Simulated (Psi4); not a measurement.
# C2F3N (cyanotrifluoromethane) at B3LYP/6-31G(d) (spherical functions)

Aim: the energy change on altering one bond length of C2F3N (cyanotrifluoromethane) at B3LYP/6-31G* (spherical functions), from 2 runs. 

The calculation is run with Psi4 1.11.

5 further runs of the same task are left out: 4 that didn't finish, 1 set aside as unsound or not needed.

### 1 Starting point

C2F3N has 6 atoms, charge 0, and is taken as a singlet. SMILES: `N#CC(F)(F)F`. The shape is that of a PBE0-D4/def2-TZVP optimisation.

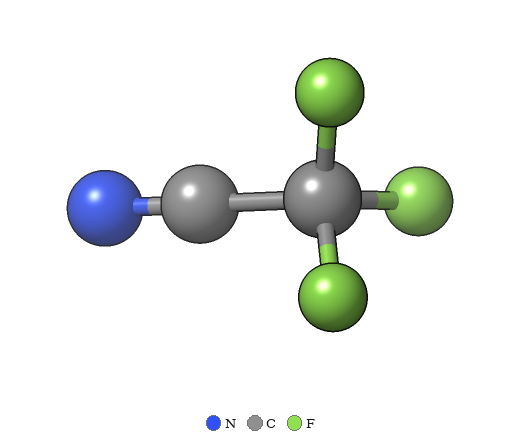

Viewed from a chosen angle; nitrogen blue, carbon grey, fluorine green.

### 2 The energy at B3LYP/6-31G(d) (spherical functions)

Input file job.dat:

```
memory 1600 MB

molecule {
  0 1
  N      1.022100    -1.705100     0.893500
  C      0.486200    -0.810600     0.417800
  C     -0.206400     0.345600    -0.197200
  F     -1.316000    -0.055800    -0.802300
  F      0.581500     0.927000    -1.091500
  F     -0.525200     1.234800     0.733600
  units angstrom
  symmetry c1
  no_reorient
  no_com
}

set {
  basis                6-31G*
  puream               true
  e_convergence        1e-09
  d_convergence        1e-08
  scf_type             pk
  dft_radial_points    99
  dft_spherical_points 590
}

result, w = energy("b3lyp", return_wfn=True)
oeprop(w, "MULLIKEN_CHARGES", "DIPOLE", "WIBERG_LOWDIN_INDICES", title="B3LYP")
```

Started as:

```sh
psi4 -i job.dat -o job.out -n 1
```

job.out:

```text
[...]
  Running in c1 symmetry.
[...]
  Nuclear repulsion =  232.270648827243122
[...]
  Multiplicity = 1
[...]
  Nalpha       = 23
  Nbeta        = 23
[...]
    Number of basis functions: 84
[...]
   @RKS iter   1:  -430.25001854320499   -2.22416e-01   8.16005e-03 ADIIS/DIIS
[...]
   @RKS iter  12:  -430.44008665715648   -7.95808e-13   8.67929e-10 DIIS
[...]
    Orbital Energies [Eh]
    ---------------------
    Doubly Occupied:
       1A    -24.764195     2A    -24.764138     3A    -24.764123
       4A    -14.387034     5A    -10.498263     6A    -10.265767
       7A     -1.360039     8A     -1.266777     9A     -1.266754
      10A     -0.954888    11A     -0.785996    12A     -0.670455
      13A     -0.633188    14A     -0.633180    15A     -0.501278
      16A     -0.501270    17A     -0.467235    18A     -0.467226
      19A     -0.463097    20A     -0.440274    21A     -0.400158
      22A     -0.384958    23A     -0.384957
[...]
  @RKS Final Energy:  -430.44008665715648
   => Energetics <=
    Nuclear Repulsion Energy =            232.2706488272431216
    One-Electron Energy =               -1054.8695877573197777
    Two-Electron Energy =                 431.8723982059999003
    DFT Exchange-Correlation Energy =     -39.7135459330797502
    Empirical Dispersion Energy =           0.0000000000000000
    VV10 Nonlocal Energy =                  0.0000000000000000
    Total Energy =                       -430.4400866571564848
[...]
 Multipole Moments:
 ------------------------------------------------------------------------------------
     Multipole            Electronic (a.u.)      Nuclear  (a.u.)        Total (a.u.)
 ------------------------------------------------------------------------------------
 L = 1.  Multiply by 2.5417464519 to convert [e a0] to [Debye]
 Dipole X            :          4.4611489           -4.7314963           -0.2703474
 Dipole Y            :         -7.5391328            7.9903290            0.4511962
 Dipole Z            :          5.1715227           -5.4116087           -0.2400860
 Magnitude           :                                                    0.5781928
[...]
  Mulliken Charges: (a.u.)
   Center  Symbol    Alpha    Beta     Spin     Total
       1     N     3.63856  3.63856  0.00000 -0.27713
       2     C     2.96253  2.96253  0.00000  0.07495
       3     C     2.51081  2.51081  0.00000  0.97837
       4     F     4.62935  4.62935  0.00000 -0.25870
       5     F     4.62936  4.62936  0.00000 -0.25872
       6     F     4.62938  4.62938  0.00000 -0.25877
   Total alpha = 23.00000, Total beta = 23.00000, Total charge = -0.00000
  Wiberg Bond Indices using Orthogonal Lowdin Orbitals:
[...]
```

Wall time 28 s (1 thread of Intel Xeon at 2.50GHz (Skylake/Cascade Lake), shared host); peak memory 1 GiB.

### 3 The distorted shape: energy and forces at B3LYP/6-31G(d) (spherical functions)

Input file c2f3n.xyz:

```xyz
6
C2F3N
N      0.391786    -2.170216     1.608934
C     -0.144114    -1.275716     1.133234
C     -0.836714    -0.119516     0.518234
F     -1.946314    -0.520916    -0.086866
F      0.581500     0.927000    -1.091500
F     -1.155514     0.769684     1.449034
```

Input file job.py:

```python
import psi4

psi4.set_memory('1600 MB')
psi4.set_num_threads(1)
psi4.core.set_output_file('run.log', False)

with open('c2f3n.xyz') as f:
    atoms = ''.join(f.readlines()[2:])
m = psi4.geometry('0 1\n' + atoms + 'symmetry c1')

psi4.set_options({
    'basis': '6-31G*',
    'puream': True,
    'e_convergence': 1e-09,
    'd_convergence': 1e-08,
    'scf_type': 'pk',
    'dft_radial_points': 99,
    'dft_spherical_points': 590,
})

result, w = psi4.gradient('b3lyp', molecule=m, return_wfn=True)
psi4.oeprop(w, 'QUADRUPOLE', 'LOWDIN_CHARGES', 'WIBERG_LOWDIN_INDICES')
print('gradient / Eh bohr^-1')
print(result.np.round(6))
print(f'energy = {w.energy():.10f} Eh')
```

Started as:

```sh
python job.py
```

run.log (excerpt; [...] marks lines left out):

```text
[...]
  Running in c1 symmetry.
[...]
  Nuclear repulsion =  205.327189441343876
[...]
  Multiplicity = 1
[...]
  Nalpha       = 23
  Nbeta        = 23
[...]
    Number of basis functions: 84
[...]
   @RKS iter   1:  -429.87714948846775   -3.92782e-01   1.05744e-02 DIIS/ADIIS
[...]
   @RKS iter  16:  -430.27239567528125   -1.59162e-12   4.69466e-09 DIIS
[...]
  @RKS Final Energy:  -430.27239567528125
   => Energetics <=
    Nuclear Repulsion Energy =            205.3271894413438758
    One-Electron Energy =               -1001.1013168608324122
    Two-Electron Energy =                 405.0302670505670335
    DFT Exchange-Correlation Energy =     -39.5285353063597569
    Empirical Dispersion Energy =           0.0000000000000000
    VV10 Nonlocal Energy =                  0.0000000000000000
    Total Energy =                       -430.2723956752812455
[...]
  -Total Gradient:
     Atom            X                  Y                   Z
    ------   -----------------  -----------------  -----------------
       1       -0.015957531415     0.028166493462    -0.015453135036
       2        0.008021268147    -0.049801199963     0.037724100350
       3        0.011264574294     0.007672924538    -0.012307893979
       4       -0.025419531953    -0.014271713449     0.010820577188
       5        0.040071963623     0.030318477469    -0.046113719045
       6       -0.017979642247    -0.002080694951     0.025325912971
[...]
 Multipole Moments:
 ------------------------------------------------------------------------------------
     Multipole            Electronic (a.u.)      Nuclear  (a.u.)        Total (a.u.)
 ------------------------------------------------------------------------------------
 L = 1.  Multiply by 2.5417464519 to convert [e a0] to [Debye]
 Dipole X            :         -1.7351813            0.7611285           -0.9740528
 Dipole Y            :          1.6241632           -1.8422732           -0.2181099
 Dipole Z            :         -0.4714826            1.1561990            0.6847164
 Magnitude           :                                                    1.2104492
 L = 2.  Multiply by 1.3450342976 to convert [e a0^2] to [Debye ang]
 Quadrupole XX       :       -166.6859570          143.0483996          -23.6375574
 Quadrupole XY       :         19.8818687          -19.9024541           -0.0205854
[...]
```

Standard output:

```text
gradient / Eh bohr^-1
[[-0.015958  0.028166 -0.015453]
 [ 0.008021 -0.049801  0.037724]
 [ 0.011265  0.007673 -0.012308]
 [-0.02542  -0.014272  0.010821]
 [ 0.040072  0.030318 -0.046114]
 [-0.01798  -0.002081  0.025326]]
energy = -430.2723956753 Eh
```

It took 41 s on 1 thread of Intel Xeon at 2.50GHz (Skylake/Cascade Lake), shared host; peak memory 0.96 GiB.

### 4 Outcome

Level: B3LYP/6-31G* (spherical functions).

```
                                                         quantity          value
                                        first shape: total energy  -430.44009 Eh
                                       first shape: dipole moment         1.47 D
                                         first shape: HOMO energy      -10.48 eV
                                         first shape: LUMO energy       -0.59 eV
                                       first shape: HOMO–LUMO gap        9.88 eV
                                    distorted shape: total energy  -430.27240 Eh
                                   distorted shape: dipole moment         3.08 D
                                     distorted shape: HOMO energy       -8.91 eV
                                     distorted shape: LUMO energy       -5.62 eV
                                   distorted shape: HOMO–LUMO gap        3.29 eV
                        distorted shape: largest force on an atom     3.507 eV/Å
energy change with the C3–F5 bond stretched from 1.326 to 2.387 Å       4.563 eV
```

**Reading.** One bond (distorted shape) is far stretched, which a spin-restricted single reference describes badly; a broken-symmetry solution may lie lower. With the C3–F5 bond stretched from 1.326 to 2.387 Å the energy rises by 4.56 eV (105 kcal/mol). The first shape isn't relaxed at this level, so the change isn't measured from a minimum. A restricted reference can't describe the breaking bond well at this length.
